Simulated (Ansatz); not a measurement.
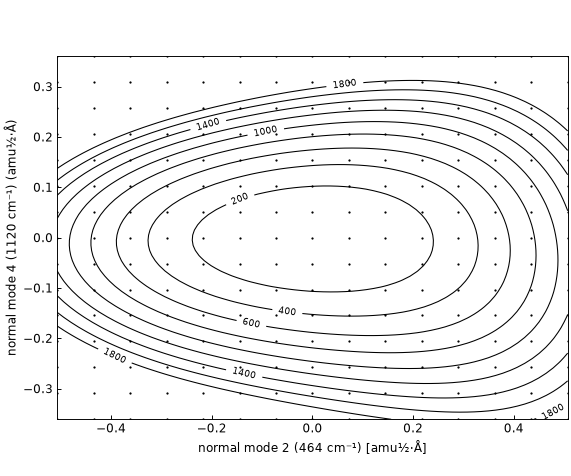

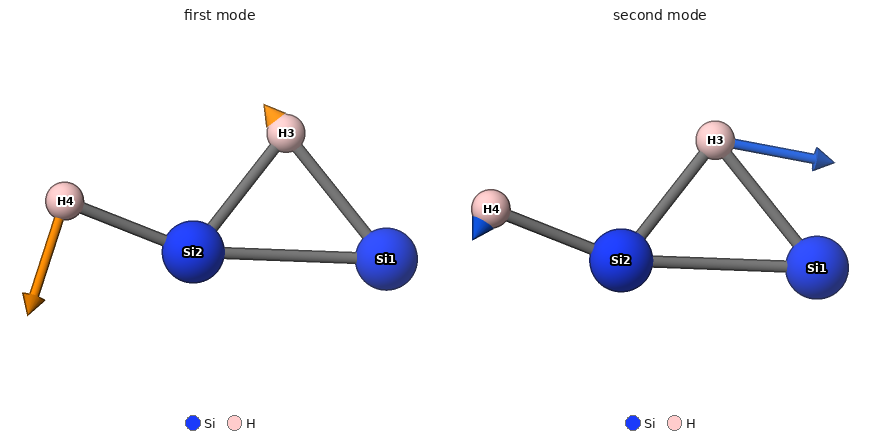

Energy landscape of H2Si2. 
- Coordinates scanned: (1) normal mode 2 (464 cm⁻¹); (2) normal mode 4 (1120 cm⁻¹).
- Nothing is relaxed (straight displacements along the two mass-weighted modes).
- The grid has 15 × 15 points.
- Points are written as (first, second).
- Energies: cm⁻¹, counted from the lowest grid point.
- Computed with RKS PBE0-D4/def2-TZVP in Ansatz 0.2.0.

In the figure: contour lines labelled in cm⁻¹ (none above 1800), dots at the grid points. Between grid points the surface is interpolated. The second picture is the structure at the lowest point

Q: What does the map say about the system?

A: The lowest grid point is at (0.000 amu½·Å, 0.000 amu½·Å). It is the only kind of minimum in the scanned range. The highest grid point, (−0.507 amu½·Å, 0.361 amu½·Å), lies 5661 cm⁻¹ above the lowest.

The values on the grid:

```
normal mode 4 (1120 cm⁻¹) ↓, normal mode 2 (464 cm⁻¹) →  −0.507  −0.434  −0.362  −0.290  −0.217  −0.145  −0.072  0.000  0.072  0.145  0.217  0.290  0.362  0.434  0.507
                                                  0.361    5661    5004    4444    3969    3568    3230    2951   2724   2549   2430   2371   2381   2470   2646   2919
                                                  0.309    4434    3853    3367    2963    2629    2357    2138   1970   1850   1781   1769   1822   1949   2161   2466
                                                  0.258    3414    2898    2473    2128    1851    1633    1465   1345   1269   1242   1268   1355   1514   1753   2083
                                                  0.206    2596    2133    1759    1462    1230    1055     929    846    806    811    866    979   1161   1420   1767
                                                  0.155    1967    1547    1212     953     757     616     521    467    454    482    558    689    886   1158   1516
                                                  0.103    1521    1132     828     596     427     310     237    204    208    252    341    483    687    965   1327
                                                  0.051    1244     879     595     383     231     130      71     50     64    116    210    355    560    837   1196
                                                  0.000    1129     778     507     306     163      70      17      0     17     69    162    303    502    771   1121
                                                 −0.051    1164     820     554     356     215     122      68     48     60    106    190    320    507    763   1098
                                                 −0.103    1339     995     727     525     379     279     217    187    188    220    290    404    574    810   1126
                                                 −0.155    1642    1292    1015     803     645     532     455    410    394    408    458    551    698    912   1204
                                                 −0.206    2064    1701    1410    1182    1007     875     779    713    675    667    692    760    881   1066   1329
                                                 −0.258    2590    2211    1901    1653    1457    1302    1182   1092   1028    992    988   1026   1115   1267   1497
                                                 −0.309    3215    2815    2484    2212    1990    1809    1661   1540   1445   1377   1340   1342   1395   1511   1704
                                                 −0.361    3927    3504    3148    2848    2596    2384    2203   2049   1919   1814   1739   1703   1716   1791   1942
```

Time for the 225 points that were run: 5.3 min on 1 thread of AMD EPYC 7R43 64-Core Processor (Zen 3), with other jobs on the host.
